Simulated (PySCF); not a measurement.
```xyz
14

C     2.3499    0.4792   -0.0115
C     1.0434    0.5260    0.1615
C     0.0291   -0.0794   -0.7575
C    -0.7196   -1.2371    0.0042
O    -1.9294   -0.7583    0.5364
Al   -2.2985    0.7422   -0.1739
O    -0.9114    0.9014   -1.1396
H     2.7901   -0.0116   -0.8637
H     3.0334    0.9257    0.6901
H     0.5982    1.0315    1.0124
H     0.5100   -0.4793   -1.6566
H    -0.9289   -2.0539   -0.6931
H    -0.0859   -1.6123    0.8142
H    -3.4810    1.6255    0.0002
```

Geometry: GFN2-xTB.

Level of theory: PySCF 2.14.0, PBE0/pcSseg-1, SCF density, gas phase, non-relativistic.

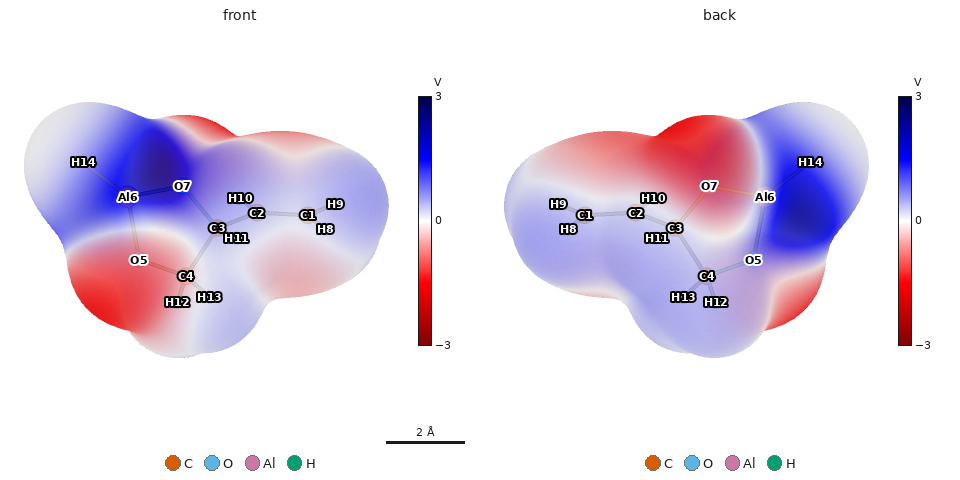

C$_{4}$H$_{7}$AlO$_{2}$. The electrostatic potential painted on the density surface at 0.001 e/bohr³, seen from the front and from behind; the colour scale runs from red (negative) to blue (positive).

Question: Describe the electrostatic potential map.

Answer: The most negative region (about −1.5 V) lies over O5 and O7, the most positive (about +2.3 V) over Al6.

Question: How polar is the molecule by this calculation?

Answer: Its dipole moment is 0.05 D.
